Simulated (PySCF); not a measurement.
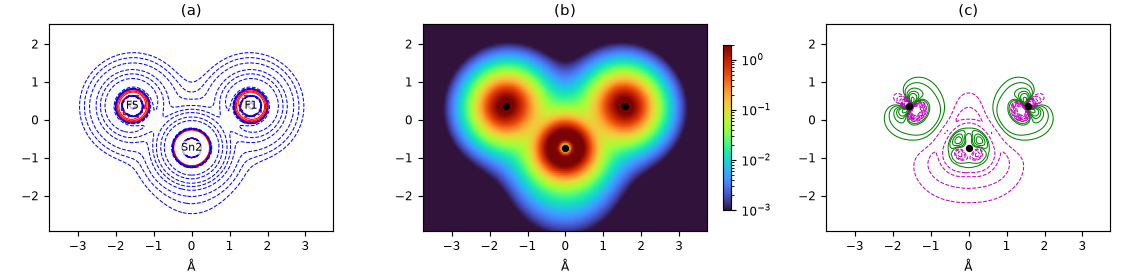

*F$_{4}$Sn, SMILES `F[Sn](F)(F)F`. Three fields in the plane of F1, Sn2 and F5. (a): solid red lines positive, dashed blue lines negative. (c): solid green lines positive, dashed magenta lines negative.*

PySCF calculation, PBE0/def2-TZVP, gas phase; geometry: GFN2-xTB. Core potentials replace the inner electrons of Sn; spin–orbit coupling isn't included. No frequency check shows the geometry to be a minimum. GFN2-xTB bond lengths at metals and heavier atoms can be off by up to 0.1 Å and shapes distorted, which carries into these values.

The calculation's input:

```python
import numpy as np
from pyscf import gto, scf, dft
from pyscf.scf import atom_ks, atom_hf
from scipy.linalg import block_diag

def solve(mol, dm0=None, hcore=None):
    mf = (dft.UKS if mol.spin else dft.RKS)(mol, xc='pbe0')
    mf.grids.level = 3
    mf = mf.density_fit(auxbasis='def2-universal-jkfit')
    mf.conv_tol, mf.max_cycle = 1e-8, 80
    if hcore is not None:
        mf.get_hcore = lambda *args: hcore
    mf.kernel(dm0)
    if not mf.converged:
        mf = mf.newton().run(mf.mo_coeff, mf.mo_occ, max_cycle=30)
    assert mf.converged, 'SCF not converged'
    return mf

mol = gto.M(atom='''
F      1.06714    -1.14400    -1.10485
Sn     0.00004     0.00001     0.00002
F     -1.06725     1.14397    -1.10485
F     -1.14514    -1.06618     1.10479
F      1.14504     1.06616     1.10479
''', basis='def2-tzvp', ecp={'Sn': 'def2-tzvp'}, charge=0, spin=0, verbose=4)
mf = solve(mol)
mf.analyze()
# spherically averaged free atoms, for the promolecule
atom_ks.AtomSphAverageRKS.init_guess_by_vsap = lambda self, mol=None: self.init_guess_by_minao(mol)  # core potentials
atm = atom_ks.get_atm_nrks(mol, xc='pbe0')
pro = block_diag(*[(atm[a[0]][2] * atm[a[0]][3]) @ atm[a[0]][2].T for a in mol._atom])
np.savez('result.npz', e=mf.e_tot, c=mf.mo_coeff, occ=mf.mo_occ, eps=mf.mo_energy, pro=pro, dip=mf.dip_moment(verbose=0), s2=mf.spin_square()[0])
```

Launched as:

```sh
OMP_NUM_THREADS=1 python input.py
```

The run took 11 s on 1 thread of Intel(R) Xeon(R) Platinum 8375C CPU @ 2.90GHz (Ice Lake), with other jobs on the host, peak memory 0.63 GiB.

Partitions, critical points and surface values were worked out afterwards from this run's density.

The panels show, in some order, the electron density, negative Laplacian of the density (−∇²ρ) and deformation density. Which is which?

(a) is the negative Laplacian of the density (−∇²ρ): shells alternate in sign around each nucleus and valence concentrations outline the bonding and non-bonding pairs. (b) is the electron density: it is positive everywhere and peaks at the nuclei. (c) is the deformation density: it has both signs, with gains where valence electrons gather and losses around them.
